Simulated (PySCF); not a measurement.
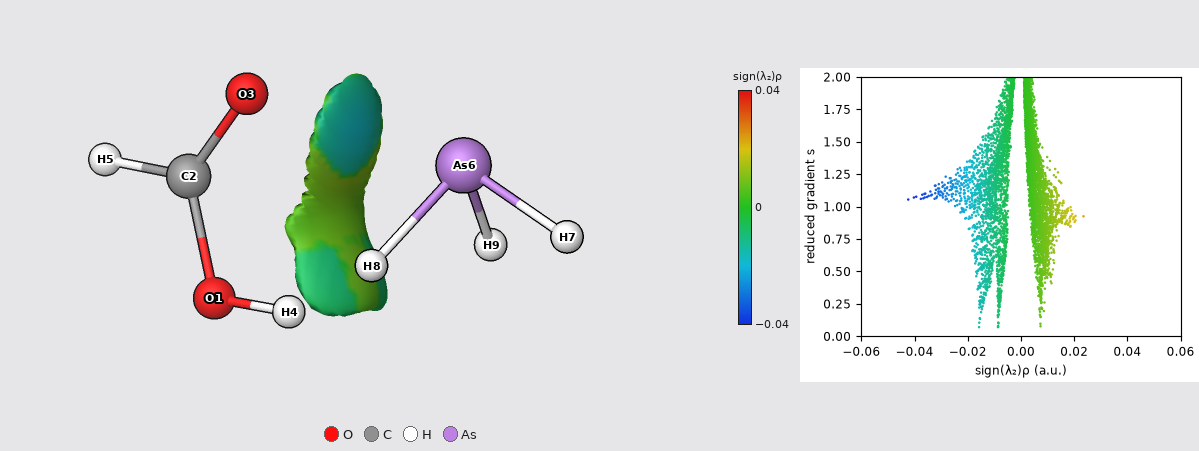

Figure 1: CH5AsO2, SMILES `OC=O.[AsH3]`. Non-covalent interaction surfaces between the fragments (reduced density gradient s = 0.6, coloured by sign(λ₂)ρ in a.u.; trimmed to the region between the fragments where ρ is under 0.06 a.u.). Fragment A: H2CO2 (atoms 1–5); fragment B: AsH3. The plot gives s against sign(λ₂)ρ for grid points between the fragments.

Method: r2SCAN/def2-TZVP; geometry: GFN2-xTB; program: PySCF. GFN2-xTB bond lengths at metals and heavier atoms can be off by up to 0.1 Å and shapes distorted, which carries into these values.

Input

```python
import numpy as np
from pyscf import gto, scf, dft
from pyscf.scf import atom_ks, atom_hf
from scipy.linalg import block_diag
from pyscf.dispersion import dftd3

def solve(mol, dm0=None, hcore=None):
    mf = (dft.UKS if mol.spin else dft.RKS)(mol, xc='r2scan')
    mf.grids.level = 3
    mf = mf.density_fit(auxbasis='def2-universal-jkfit')
    mf.conv_tol, mf.max_cycle = 1e-8, 80
    if hcore is not None:
        mf.get_hcore = lambda *args: hcore
    mf.kernel(dm0)
    if not mf.converged:
        mf = mf.newton().run(mf.mo_coeff, mf.mo_occ, max_cycle=30)
    assert mf.converged, 'SCF not converged'
    return mf

mol = gto.M(atom='''
O     -2.18360     1.02727     0.00052
C     -2.31221    -0.27954    -0.00152
O     -1.41095    -1.06592     0.00167
H     -1.23422     1.26476     0.00498
H     -3.37657    -0.56219    -0.00647
As     1.31115    -0.03848    -0.00171
H      2.53042     0.84089     0.01994
H      0.72434     0.87856    -1.04065
H      0.71790     0.83423     1.07018
''', basis='def2-tzvp', charge=0, spin=0, verbose=4)
mol_a = gto.M(atom='''
O     -2.18360     1.02727     0.00052
C     -2.31221    -0.27954    -0.00152
O     -1.41095    -1.06592     0.00167
H     -1.23422     1.26476     0.00498
H     -3.37657    -0.56219    -0.00647
ghost-As     1.31115    -0.03848    -0.00171
ghost-H      2.53042     0.84089     0.01994
ghost-H      0.72434     0.87856    -1.04065
ghost-H      0.71790     0.83423     1.07018
''', basis='def2-tzvp', charge=0, spin=0, verbose=4)
mol_b = gto.M(atom='''
ghost-O     -2.18360     1.02727     0.00052
ghost-C     -2.31221    -0.27954    -0.00152
ghost-O     -1.41095    -1.06592     0.00167
ghost-H     -1.23422     1.26476     0.00498
ghost-H     -3.37657    -0.56219    -0.00647
As     1.31115    -0.03848    -0.00171
H      2.53042     0.84089     0.01994
H      0.72434     0.87856    -1.04065
H      0.71790     0.83423     1.07018
''', basis='def2-tzvp', charge=0, spin=0, verbose=4)
ab, a, b = solve(mol), solve(mol_a), solve(mol_b)
e_int = ab.e_tot - a.e_tot - b.e_tot
print('counterpoise-corrected interaction energy / kcal/mol', e_int * 627.5095)
def disp(atoms, charge):
    m = gto.M(atom=atoms, charge=charge, basis='sto-3g', spin=None, unit='Bohr', verbose=0)
    return dftd3.DFTD3Dispersion(m, xc='r2scan', version='d3bj').get_dispersion()['energy']
e_disp = disp(mol._atom, mol.charge) - disp(mol._atom[:5], mol_a.charge) - disp(mol._atom[5:], mol_b.charge)
print('D3(BJ) part / kcal/mol', e_disp * 627.5095)
# spherically averaged free atoms, for the promolecule
atm = atom_ks.get_atm_nrks(mol, xc='r2scan')
pro = block_diag(*[(atm[a[0]][2] * atm[a[0]][3]) @ atm[a[0]][2].T for a in mol._atom])
np.savez('result.npz', e_int=e_int, e_disp=e_disp, dm_a=a.make_rdm1(), dm_b=b.make_rdm1(), c=ab.mo_coeff, occ=ab.mo_occ, eps=ab.mo_energy, pro=pro, d=[f.dip_moment(verbose=0) for f in (ab, a, b)])
```

Command:

```sh
OMP_NUM_THREADS=1 python input.py
```

The run took 2 min on 1 thread of Arm Neoverse V2, with other jobs on the host, peak memory 0.68 GiB.

Partitions, critical points and surface values were worked out afterwards from this run's density.

Q: Interpret the surfaces between the fragments.

A: Bond critical points between the fragments: O3···As6, 2.91 Å, ρ = 0.016 a.u.; H4···As6, hydrogen bond, 2.86 Å, ρ = 0.009 a.u., a bond path close to vanishing (ellipticity 3.5). The strongest appears blue-green. Several contacts close a ring, whose ring point adds a part with positive λ₂ between them. The pose is a local one from a semi-empirical search, not shown to be the most stable.

Q: How strongly are they bound?

A: The counterpoise-corrected interaction energy of the frozen fragments is +0.1 kcal/mol without dispersion correction and −0.4 kcal/mol with D3(BJ). The pair geometry is semi-empirical, not a minimum at this level.
